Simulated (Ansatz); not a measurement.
BBrH4SSi (SMILES [SiH3]SBBr)

```xyz
8

Si   -1.2990   -0.0342   -0.0486
S     0.2984   -0.1595   -1.4786
B     1.6122   -0.1636   -0.1308
Br    2.4129    1.5596    0.4930
H    -2.5869   -0.0098   -0.7576
H    -1.2568   -1.2027    0.8436
H    -1.1572    1.1964    0.7443
H     1.9765   -1.1862    0.3347
```

Not at a stationary point (largest force 1.8 eV/Å).

All numbers below come from Ansatz 0.2.0, SCF cam_b3lyp, Gaussian basis.

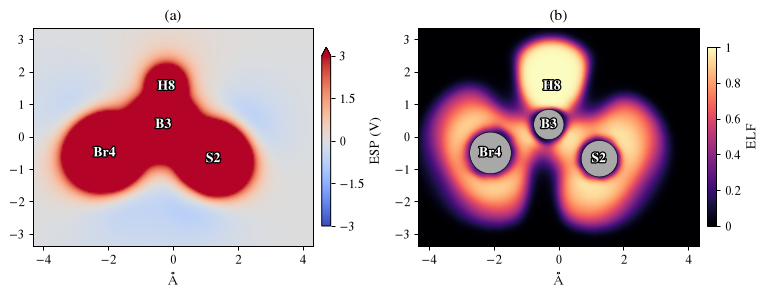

Figure 1. (a) electrostatic potential; (b) ELF on the plane of atoms S2, B3 and H8. Grey discs cover the atomic cores in the ELF map.

Read the bonding off the picture.

- The plane passes through S, B, Br and H nuclei.
- B–S (1.88 Å): the ELF peaks at about 0.95 between the atoms; a shared electron pair.
- B–Br (2.00 Å): the ELF peaks at about 0.90 between the atoms (a polar covalent bond).
- B–H (1.18 Å): the ELF climbs to about 1 towards the hydrogen, as it does in any bond to H; a covalent bond by its length.
- The ELF also peaks beside Br4 and S2, away from the bonds: lone-pair regions.
- Outside the dense part of the molecule the potential is most negative (−0.7 V) near S2.

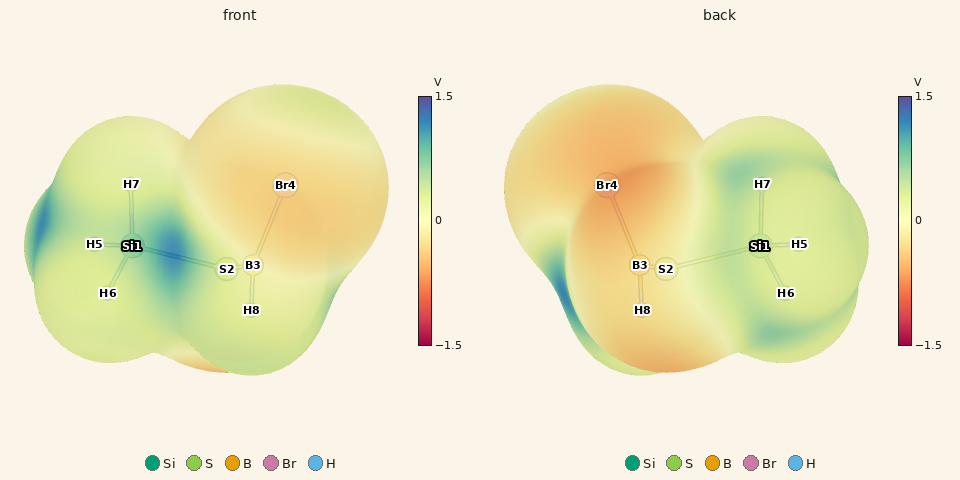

Figure 2. The electrostatic potential painted on the density surface at 0.001 e/bohr³, seen from the front and from behind; the colour scale runs from red (negative) to blue (positive).

Which sites attract a positive test charge, and which a negative one?

A positive charge is drawn to the negative regions and a negative charge to the positive ones. The most negative region (about −0.7 V, or −16 kcal/mol for a unit charge) lies over S2, the most positive (about +1.2 V, or +28 kcal/mol for a unit charge) over Si1 and B3. Br4 shows a σ-hole: about +0.3 V at the tip opposite its bond, against about −0.3 V, or −7 kcal/mol for a unit charge on its flanks.

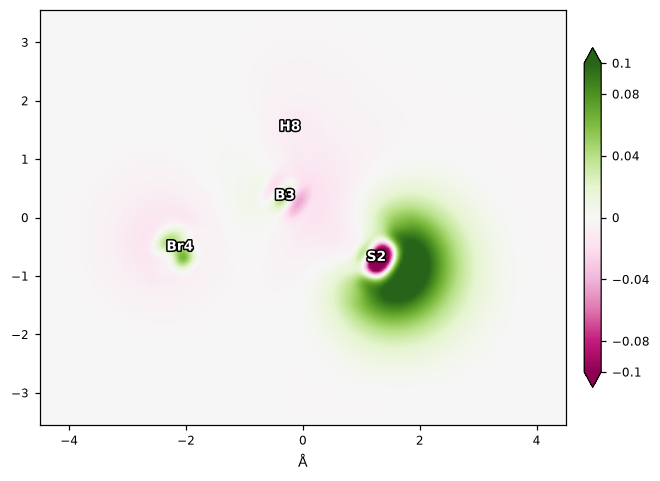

Figure 3. One frontier orbital on the plane of atoms S2, B3 and H8 (values in Å⁻³ᐟ²; the overall sign is arbitrary).

Which orbital is it: HOMO or LUMO?

The LUMO, at −1.28 eV. By Hirshfeld shares it lies mainly on B3 (about 50 %), Br4 (about 15 %), S2 (about 10 %), Si1 (about 10 %) and H8 (about 5 %).

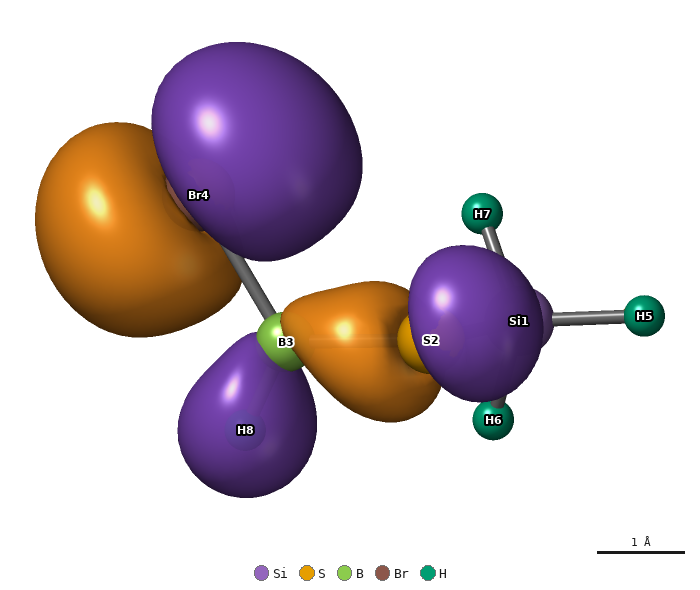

Figure 4. The HOMO−1 at ±0.08 Å⁻³ᐟ² (orange and purple are the two phases), seen at an oblique angle.

Describe this orbital and give its energy.

It lies mainly on Br4 (about 75 %), S2 (about 10 %) and B3 (about 5 %); largely a lone pair of Br4. Its energy is −9.55 eV.
